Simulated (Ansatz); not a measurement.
## Electronic structure of B₂F₃H₃ (diborane tri F) in real space

Input

```
crystal:
  periodic: [false, false, false]
  atoms:
    - {symbol: B, position_ang: [0.788982, 0.348904, -0.253865]}
    - {symbol: F, position_ang: [1.086156, 1.578317, 0.154420]}
    - {symbol: F, position_ang: [1.645280, -0.329583, -1.016392]}
    - {symbol: H, position_ang: [0.419407, -0.470312, 0.790697]}
    - {symbol: B, position_ang: [-0.795681, -0.357190, 0.254187]}
    - {symbol: F, position_ang: [-1.588041, 0.408046, 1.021439]}
    - {symbol: H, position_ang: [-1.108615, -1.466086, -0.091153]}
    - {symbol: H, position_ang: [-0.447467, 0.287904, -0.859333]}
basis:
  gaussian: {orbitals: def2-TZVP, initial_orbitals: start.molden}
hamiltonian: {xc: pbe0, dispersion: d4}
scf: {omitted_lower_state_checks: [starts]}
output: {orbitals: {seedname: orbitals}}
```

Run with:

```sh
ansatz run in.yaml --threads 4 --pin off --events-out ev --progress --plain --max-ram 3916MiB
```

Geometry: r2SCAN-D4/def2-SVP.

Theory: RKS PBE0-D4/def2-TZVP in Ansatz.

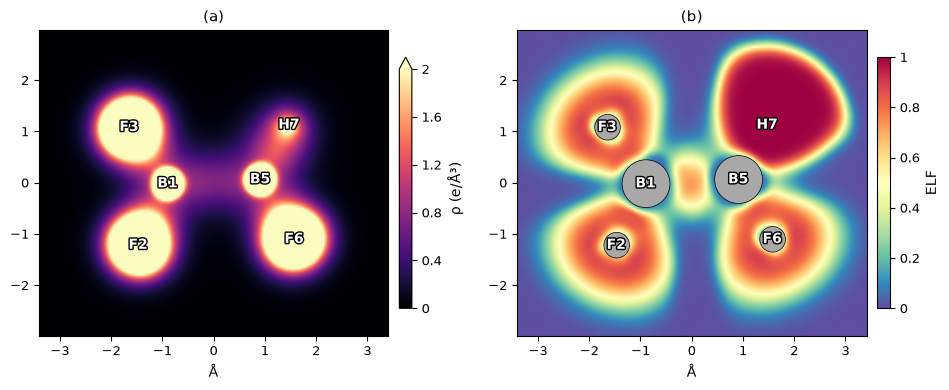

Figure 1. (a) electron density; (b) electron localisation function on the plane of atoms F6, B5 and H7. Grey discs cover the atomic cores in the ELF map.

Question: What does the map show?

Answer: The plane passes through B, F and H nuclei. B–F (1.33 Å): ρ is about 2.2 e/Å³ halfway; the ELF peaks at about 0.85 between the atoms, as expected for a polar covalent bond. B–B (1.81 Å): ρ is about 0.74 e/Å³ halfway; the ELF peaks at about 0.70 between the atoms. B–H (1.20 Å): ρ is about 1.3 e/Å³ halfway; the ELF climbs to about 1 towards the hydrogen, as it does in any bond to H: a covalent bond by its length. The ELF also peaks beside F2, F6 and F3, away from the bonds: lone-pair regions.

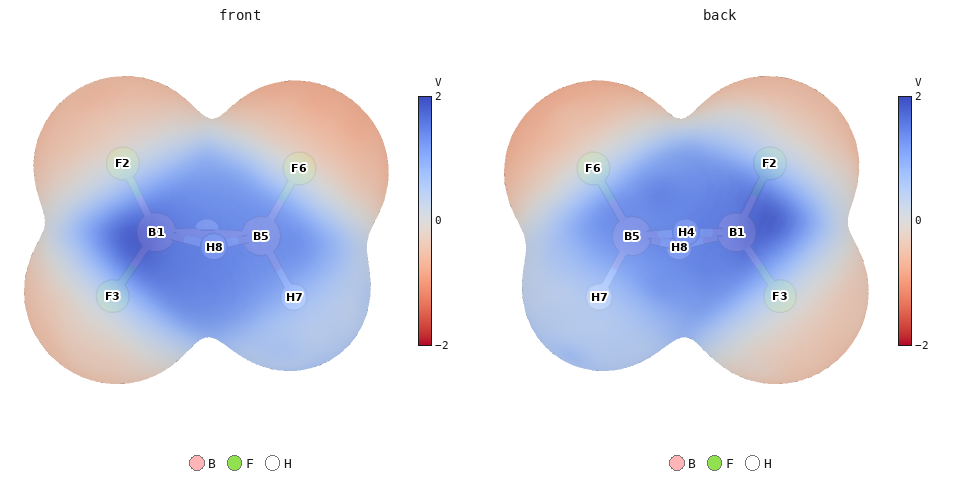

Figure 2. The molecular electrostatic potential painted on the density surface at 0.002 e/bohr³, seen from the front and from behind; red is negative and blue positive.

Question: Which sites attract a positive test charge, and which a negative one?

Answer: A positive charge is drawn to the negative regions and a negative charge to the positive ones. The most negative region (about −0.7 V, or −16 kcal/mol for a unit charge) lies over F6, the most positive (about +1.8 V, or +42 kcal/mol for a unit charge) over B1.

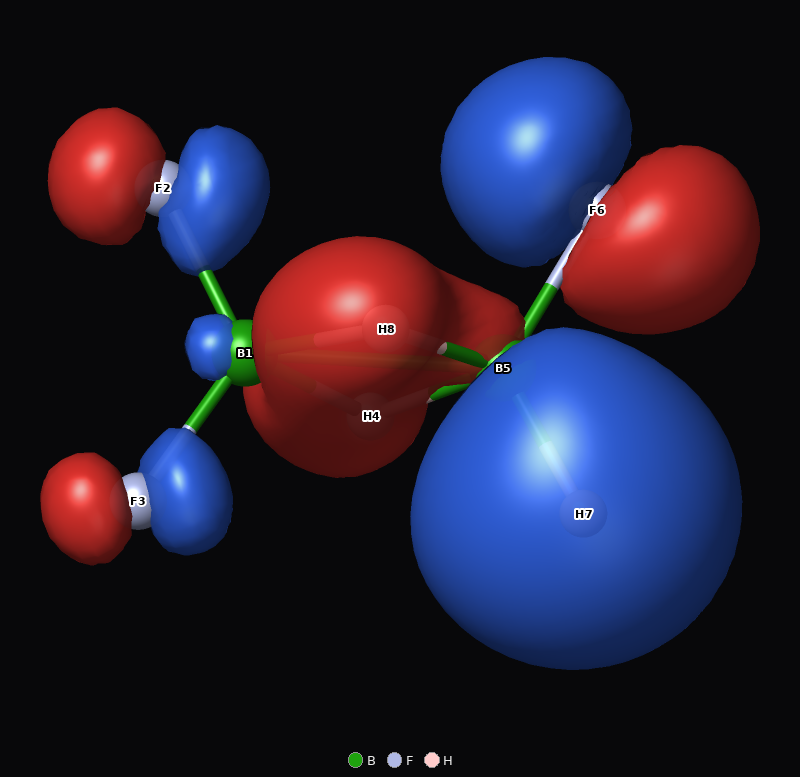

Figure 3. The HOMO at ±0.1 Å⁻³ᐟ² (blue and red are the two phases), seen at a tilt.

Question: Describe this orbital and give its energy.

Answer: It lies mainly on H7 (about 30 %), F6 (about 30 %) and B5 (about 25 %). Its energy is −10.40 eV.
